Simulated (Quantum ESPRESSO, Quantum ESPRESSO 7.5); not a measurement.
# Work function and surface energy of Na(100) against thickness

Aim: how the work function and the surface energy of Na(100) settle with the number of layers.

Program: Quantum ESPRESSO 7.5. Level of theory: plane-wave DFT, PBE, GBRV ultrasoft pseudopotentials. Results are calculated unless marked as measured.

**Measured values to reproduce.**

“Anisotropic work function of elemental crystals” (2019, arxiv:1902.07811) quotes from earlier work for Na (polycrystalline sample, no single face): work function, loosely compared (polycrystalline sample, no single face) 2.75 eV.

## (1) The starting structure

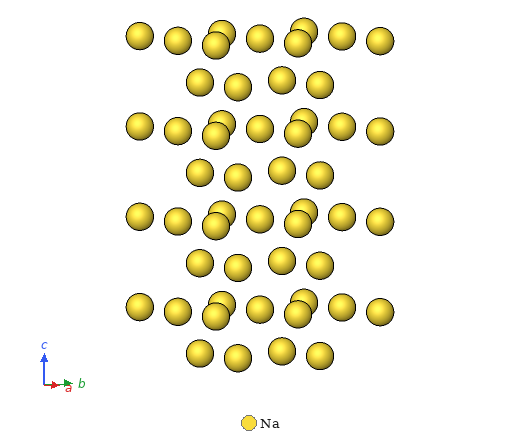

Start, viewed from the side, with the c axis up; sodium yellow. 2×2×1 cells are drawn. Some periodic images of atoms are drawn too.

The cell holds 8 atoms: 8 Na. Cell: a = 4.230 Å, b = 4.230 Å, c = 29.805 Å, α = 90.0°, β = 90.0°, γ = 90.0°. It derives from Na. Vacuum lies along c.

Coordinates:

```cif
data_structure
_symmetry_space_group_name_H-M 'P 1'
_symmetry_Int_Tables_number 1
_cell_length_a 4.2300
_cell_length_b 4.2300
_cell_length_c 29.8050
_cell_angle_alpha 90.000
_cell_angle_beta 90.000
_cell_angle_gamma 90.000
_cell_volume 533.30
loop_
_atom_site_label
_atom_site_type_symbol
_atom_site_fract_x
_atom_site_fract_y
_atom_site_fract_z
_atom_site_occupancy
Na1 Na 0.50000 0.50000 0.25164 1
Na2 Na 0.00000 0.00000 0.32260 1
Na3 Na 0.50000 0.50000 0.39356 1
Na4 Na 0.00000 0.00000 0.46452 1
Na5 Na 0.50000 0.50000 0.53548 1
Na6 Na 0.00000 0.00000 0.60644 1
Na7 Na 0.50000 0.50000 0.67740 1
Na8 Na 0.00000 0.00000 0.74836 1
```

## (2) The script

ASE writes the inputs, starts pw.x and reads the results. Under ESM bc1 the zero of energy of a symmetric slab is the vacuum, so the work function is minus the Fermi level.

File run.py:

```python
import json
import numpy as np
from ase.build import bcc100
from ase.calculators.espresso import Espresso, EspressoProfile

profile = EspressoProfile(command='mpirun -n 4 pw.x -nk 4', pseudo_dir='../pseudo')
pseudopotentials = {'Na': 'na_pbe_v1.5.uspp.F.UPF'}
system = {'ecutwfc': 40, 'ecutrho': 200, 'occupations': 'smearing', 'smearing': 'mv', 'degauss': 0.02}


def calculator(name, kpts, **extra):
    data = dict(control=dict(tprnfor=True, verbosity='high', disk_io='none'),
                system=system | extra,
                electrons=dict(conv_thr=1e-07, mixing_beta=0.4, mixing_mode='local-TF',
                               electron_maxstep=100))
    return Espresso(profile=profile, directory=name, pseudopotentials=pseudopotentials, kpts=kpts, input_data=data)


def centre(atoms):
    z = atoms.positions[:, 2]
    atoms.positions[:, 2] -= (z.max() + z.min()) / 2  # ESM wants the slab about z = 0
    return atoms


rows = []
for n in [3, 4, 5, 6, 7, 8]:
    slab = centre(bcc100('Na', size=(1, 1, n), a=4.23, vacuum=7.5, periodic=True))
    slab.set_initial_magnetic_moments([0.0] * n)
    slab.calc = calculator(f'n{n}', (8, 8, 1), assume_isolated='esm', esm_bc='bc1')
    energy = slab.get_potential_energy()
    work = -slab.calc.get_fermi_level()
    force = slab.get_forces()[-1, 2]
    rows.append([n, energy, work, force])
    print(f'{n} layers: E = {energy:.5f} eV, work function {work:.3f} eV, force on the top atom {force:+.3f} eV/A')

n, energy = np.array(rows)[:, :2].T
slope, offset = np.polyfit(n[1:], energy[1:], 1)
area = np.linalg.norm(np.cross(*slab.cell[:2]))
gamma = offset / (2 * area) * 16.0218
print(f'bulk energy from the slope {slope:.5f} eV an atom; unrelaxed surface energy {gamma:.3f} J/m^2')
json.dump(dict(rows=rows, slope=slope, gamma=gamma), open('result.json', 'w'))
```

The run is started by

```
OMP_NUM_THREADS=1 python run.py
```

The log of the run:

```text
3 layers: E = -3891.24619 eV, work function 2.616 eV, force on the top atom -0.035 eV/A
4 layers: E = -5188.48382 eV, work function 2.707 eV, force on the top atom -0.019 eV/A
5 layers: E = -6485.71166 eV, work function 2.575 eV, force on the top atom -0.021 eV/A
6 layers: E = -7782.96938 eV, work function 2.680 eV, force on the top atom -0.011 eV/A
7 layers: E = -9080.19849 eV, work function 2.642 eV, force on the top atom -0.015 eV/A
8 layers: E = -10377.44980 eV, work function 2.641 eV, force on the top atom -0.010 eV/A
bulk energy from the slope -1297.24188 eV an atom; unrelaxed surface energy 0.219 J/m^2
```

It took 6.6 min on 4 MPI ranks of Arm Neoverse V2, shared host; peak memory 1.3 GiB.

The input that ASE wrote for the first run, and its log:

```
&CONTROL
   verbosity        = 'high'
   tprnfor          = .true.
   disk_io          = 'none'
   pseudo_dir       = '../pseudo'
/
&SYSTEM
   ecutwfc          = 40
   ecutrho          = 200
   occupations      = 'smearing'
   degauss          = 0.02
   smearing         = 'mv'
   assume_isolated  = 'esm'
   esm_bc           = 'bc1'
   ntyp             = 1
   nat              = 3
   ibrav            = 0
/
&ELECTRONS
   electron_maxstep = 100
   conv_thr         = 1e-07
   mixing_mode      = 'local-TF'
   mixing_beta      = 0.4
/
&IONS
/
&CELL
/
&FCP
/
&RISM
/
ATOMIC_SPECIES
Na 22.98976928 na_pbe_v1.5.uspp.F.UPF

K_POINTS automatic
8 8 1  0 0 0

CELL_PARAMETERS angstrom
4.23000000000000 0.00000000000000 0.00000000000000
0.00000000000000 4.23000000000000 0.00000000000000
0.00000000000000 0.00000000000000 19.23000000000000

ATOMIC_POSITIONS angstrom
Na 0.0000000000 0.0000000000 -2.1150000000  
Na 2.1150000000 2.1150000000 0.0000000000  
Na 0.0000000000 0.0000000000 2.1150000000
```

```text
Program PWSCF v.7.5 starts
[citation notice left out]

     Parallel version (MPI & OpenMP), running on       4 processor cores
     Number of MPI processes:                 4
     Threads/MPI process:                     1

     MPI processes distributed on     1 nodes
[... 1 line left out ...]

Warning: card &CELL ignored
Warning: card &FCP ignored
Warning: card &RISM ignored

     Current dimensions of program PWSCF are:
     Max number of different atomic species (ntypx) = 10
     Max number of k-points (npk) =  40000
     Max angular momentum in pseudopotentials (lmaxx) =  4
     Message from routine setup:
     using ibrav=0 with symmetry is DISCOURAGED, use correct ibrav instead

     K-points division:     npool     =       4
     Subspace diagonalization in iterative solution of the eigenvalue problem:
     a serial algorithm will be used

     G-vector sticks info
     --------------------
     sticks:   dense  smooth     PW     G-vecs:    dense   smooth      PW
     Sum        1005     805    241               110783    79207   12831

     Using Slab Decomposition

     bravais-lattice index     =            0
     lattice parameter (alat)  =       7.9935  a.u.
     unit-cell volume          =    2321.9701 (a.u.)^3
     number of atoms/cell      =            3
     number of atomic types    =            1
     number of electrons       =        27.00
     number of Kohn-Sham states=           18
     kinetic-energy cutoff     =      40.0000  Ry
     charge density cutoff     =     200.0000  Ry
     scf convergence threshold =      1.0E-07
     mixing beta               =       0.4000
     number of iterations used =            8  local-TF  mixing
     Exchange-correlation=  SLA  PW   PBX  PBC
                           (   1   4   3   4   0   0   0)

     Effective Screening Medium Method
     =================================
     Boundary Conditions: Vacuum-Slab-Vacuum
     total charge in unit cell        =   0.0000
     grid points for fit at edges     =        4

[... 10 lines left out ...]
     PseudoPot. # 1 for Na read from file:
     ../pseudo/na_pbe_v1.5.uspp.F.UPF
     Pseudo is Ultrasoft, Zval =  9.0
     Generated by new atomic code, or converted to UPF format
     Using radial grid of  819 points,  5 beta functions with:
                l(1) =   0
                l(2) =   0
                l(3) =   1
                l(4) =   1
                l(5) =   2
     Q(r) pseudized with  8 coefficients,  rinner =    1.250   1.250   1.250
                                                       1.250   1.250

     atomic species   valence    mass     pseudopotential
     Na                9.00    22.98977     Na( 1.00)

     16 Sym. Ops., with inversion, found

                                    s                        frac. trans.

      isym =  1     identity

 cryst.   s( 1) = (     1          0          0      )
[... 447 lines left out ...]

[... 1 line left out ...]

     End of self-consistent calculation

          k = 0.0000 0.0000 0.0000 (  9853 PWs)   bands (ev):

   -55.9866 -55.9865 -55.5748 -27.9156 -27.9134 -27.8975 -27.8975 -27.8971
   -27.8971 -27.4986 -27.4928 -27.4928  -5.2900  -3.8889  -2.2346  -0.8310
    -0.2279   1.0834

     occupation numbers
     1.0000   1.0000   1.0000   1.0000   1.0000   1.0000   1.0000   1.0000
     1.0000   1.0000   1.0000   1.0000   1.0000   1.0000   0.0061   0.0000
     0.0000   0.0000

[... 112 lines left out ...]

     the Fermi energy is    -2.6163 ev

!    total energy              =    -286.00134515 Ry
     estimated scf accuracy    <       0.00000003 Ry
     smearing contrib. (-TS)   =      -0.00016107 Ry
     internal energy E=F+TS    =    -286.00118408 Ry

     The total energy is F=E-TS. E is the sum of the following terms:
     one-electron contribution =     277.63631341 Ry
     hartree contribution      =    -142.06981498 Ry
     xc contribution           =     -42.85836297 Ry
     ewald contribution        =    -378.70931954 Ry

     convergence has been achieved in  13 iterations

     Forces acting on atoms (cartesian axes, Ry/au):

     atom    1 type  1   force =     0.00000000    0.00000000    0.00135624
     atom    2 type  1   force =     0.00000000    0.00000000    0.00000000
     atom    3 type  1   force =     0.00000000    0.00000000   -0.00135624
     The non-local contrib.  to forces
     atom    1 type  1   force =     0.00000000    0.00000000   -0.21403947
     atom    2 type  1   force =     0.00000000    0.00000000    0.00000000
     atom    3 type  1   force =     0.00000000    0.00000000    0.21403947
     The ionic contribution  to forces
     atom    1 type  1   force =     0.00000000    0.00000000  -29.99811408
     atom    2 type  1   force =    -0.00000000   -0.00000000    0.00000000
     atom    3 type  1   force =     0.00000000    0.00000000   29.99811408
     The local contribution  to forces
     atom    1 type  1   force =    -0.00000000   -0.00000000   30.21343206
     atom    2 type  1   force =     0.00000000    0.00000000   -0.00000002
     atom    3 type  1   force =     0.00000000   -0.00000000  -30.21343211
     The core correction contribution to forces
     atom    1 type  1   force =     0.00000000    0.00000000    0.00000000
     atom    2 type  1   force =     0.00000000    0.00000000    0.00000000
     atom    3 type  1   force =     0.00000000    0.00000000    0.00000000
     The Hubbard contrib.    to forces
     atom    1 type  1   force =     0.00000000    0.00000000    0.00000000
     atom    2 type  1   force =     0.00000000    0.00000000    0.00000000
     atom    3 type  1   force =     0.00000000    0.00000000    0.00000000
     The SCF correction term to forces
     atom    1 type  1   force =     0.00000000    0.00000000    0.00007771
     atom    2 type  1   force =     0.00000000    0.00000000    0.00000000
     atom    3 type  1   force =    -0.00000000   -0.00000000   -0.00007771

     Total force =     0.001918     Total SCF correction =     0.000110
     Message from routine punch:
     Nothing written, as per user request (disk_io='none')

[... 1 line left out ...]

[... 1 line left out ...]

[... 1 line left out ...]

[... 3 lines left out ...]

[... 1 line left out ...]

[... 2 lines left out ...]

[... 1 line left out ...]

[... 1 line left out ...]

=------------------------------------------------------------------------------=
   JOB DONE.
=------------------------------------------------------------------------------=
```

Read from the output:

```
surface energy                     : 0.2188 J/m²
work function of the thickest slab : 2.641 eV
```

Table of work function by layers:

| layers | work function (eV) |
| --- | --- |
| 3.00 | 2.62 |
| 4.00 | 2.71 |
| 5.00 | 2.57 |
| 6.00 | 2.68 |
| 7.00 | 2.64 |
| 8.00 | 2.64 |

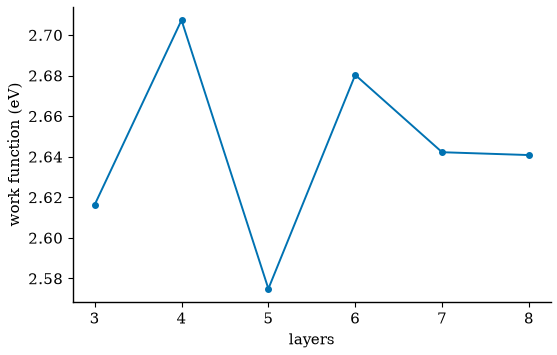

Work function against layers.

Table of force on the top atom along the normal by layers:

| layers | force on the top atom along the normal (eV/Å) |
| --- | --- |
| 3.00 | -0.0349 |
| 4.00 | -0.0194 |
| 5.00 | -0.0212 |
| 6.00 | -0.0105 |
| 7.00 | -0.0148 |
| 8.00 | -0.00989 |

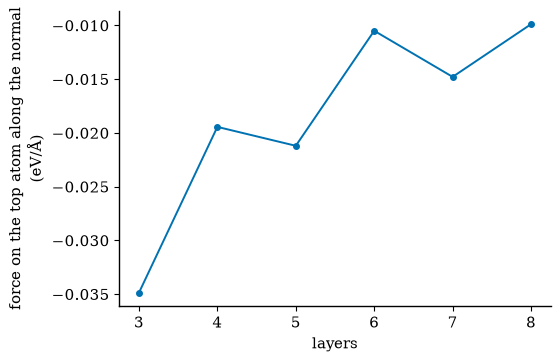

Force on the top atom along the normal against layers.

Energy less the bulk line's slope against layers:

| layers | energy less the bulk line's slope (meV) |
| --- | --- |
| 3.00 | 479 |
| 4.00 | 484 |
| 5.00 | 498 |
| 6.00 | 482 |
| 7.00 | 495 |
| 8.00 | 485 |

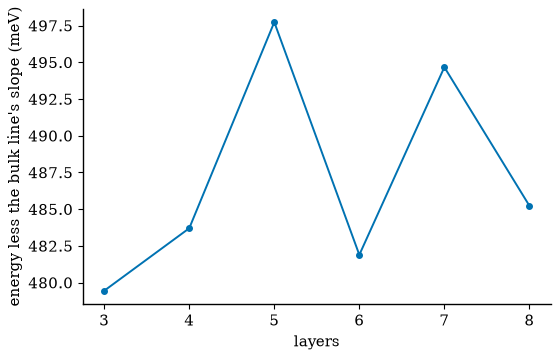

Energy less the bulk line's slope against layers.

## (3) Running the series: PBEsol, GBRV ultrasoft

Level of this step: plane-wave DFT, PBEsol, GBRV ultrasoft pseudopotentials (Quantum ESPRESSO 7.5).

run.py is the input of step 2 with these lines changed:

```diff
@@ -6,3 +6,3 @@
 profile = EspressoProfile(command='mpirun -n 4 pw.x -nk 4', pseudo_dir='../pseudo')
-pseudopotentials = {'Na': 'na_pbe_v1.5.uspp.F.UPF'}
+pseudopotentials = {'Na': 'na_pbesol_v1.5.uspp.F.UPF'}
 system = {'ecutwfc': 40, 'ecutrho': 200, 'occupations': 'smearing', 'smearing': 'mv', 'degauss': 0.02}
```

The run is started by

```
OMP_NUM_THREADS=1 python run.py
```

The log of the run:

```text
3 layers: E = -3883.80201 eV, work function 2.624 eV, force on the top atom -0.049 eV/A
4 layers: E = -5178.57401 eV, work function 2.721 eV, force on the top atom -0.035 eV/A
5 layers: E = -6473.33504 eV, work function 2.590 eV, force on the top atom -0.025 eV/A
6 layers: E = -7768.12688 eV, work function 2.691 eV, force on the top atom -0.015 eV/A
7 layers: E = -9062.89009 eV, work function 2.656 eV, force on the top atom -0.029 eV/A
8 layers: E = -10357.67490 eV, work function 2.654 eV, force on the top atom -0.029 eV/A
bulk energy from the slope -1294.77568 eV an atom; unrelaxed surface energy 0.239 J/m^2
```

The job ended after 6.4 min (4 MPI ranks; peak memory 1.3 GiB; 26 min of CPU time).

This step gave:

* surface energy: 0.2390 J/m²
* work function of the thickest slab: 2.654 eV

Work function against layers:

| layers | work function (eV) |
| --- | --- |
| 3.00 | 2.62 |
| 4.00 | 2.72 |
| 5.00 | 2.59 |
| 6.00 | 2.69 |
| 7.00 | 2.66 |
| 8.00 | 2.65 |

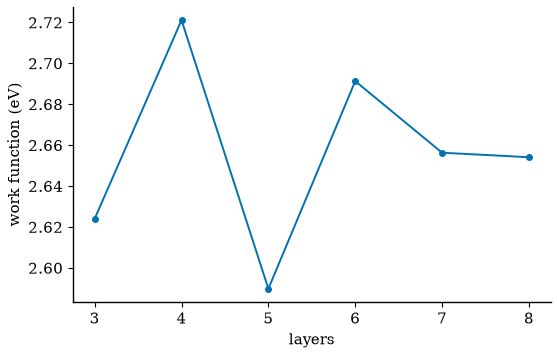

Work function, plotted against layers.

Table of force on the top atom along the normal by layers:

| layers | force on the top atom along the normal (eV/Å) |
| --- | --- |
| 3.00 | -0.0495 |
| 4.00 | -0.0353 |
| 5.00 | -0.0245 |
| 6.00 | -0.0155 |
| 7.00 | -0.0286 |
| 8.00 | -0.0286 |

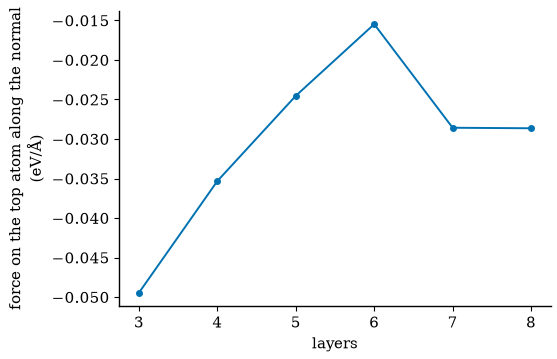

Force on the top atom along the normal, plotted against layers.

Table of energy less the bulk line's slope by layers:

| layers | energy less the bulk line's slope (meV) |
| --- | --- |
| 3.00 | 525 |
| 4.00 | 529 |
| 5.00 | 543 |
| 6.00 | 527 |
| 7.00 | 540 |
| 8.00 | 531 |

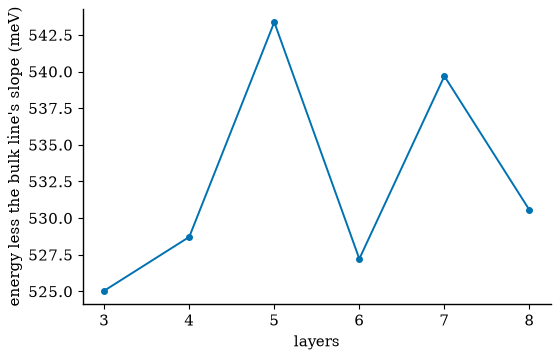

Energy less the bulk line's slope, plotted against layers.

## (4) The arithmetic

γ = (E_N − N e_bulk)/(2A). The excess of the thickest slab is 0.485 eV and A = 17.893 Å²: 0.485/(2 × 17.893) × 16.02 = 0.22 J/m² (1 eV/Å² = 16.02 J/m²); the fit's intercept gives 0.22.

## (5) Outcome

* work function of the thickest slab, PBE, GBRV ultrasoft: 2.64 eV
* unrelaxed surface energy, PBE, GBRV ultrasoft: 0.22 J/m²
* work function of the thickest slab, PBEsol, GBRV ultrasoft: 2.65 eV
* unrelaxed surface energy, PBEsol, GBRV ultrasoft: 0.24 J/m²

In words: The thickest slab gives a work function of 2.64 eV and the series an unrelaxed surface energy of 0.22 J/m² (PBE, GBRV ultrasoft). The work function swings by 0.13 eV over 3 to 8 layers and by 0.00 eV over the last step; confined states crossing the Fermi level and the finite mesh both contribute. From 6 layers on it stays within 0.1 eV. The top atom feels almost no force. The slabs are cut from the bulk at the tabulated lattice constant and not relaxed; the surface energy comes from a straight line through the energies of all but the thinnest slab.

Calculation against experiment:

| quantity | measured | PBE, GBRV | PBEsol, GBRV |
| --- | --- | --- | --- |
| work function, loosely compared (polycrystalline sample, no single face) (eV) | 2.75 | 2.64 (-0.11 eV) | 2.65 (-0.10 eV) |

Measured values from arxiv:1902.07811 (2019).

**Verdict.** A polycrystal averages over faces, so this is a loose comparison.

[Logs are printed without paths, hosts, clocks, repeated set-up lines and the standing remarks that a program may print on its own settings, such as how far it seeks lower states.]

[Hosts, paths, dates, database ids (printed as entryN), source tags and the programs' standing remarks are cut or masked in the printed files.]

[Maps of the electrostatic potential energy from Ansatz leave out the sawtooth potential of an applied field or a dipole correction, so their vacuum need not be flat; planar profiles and work functions include it.]
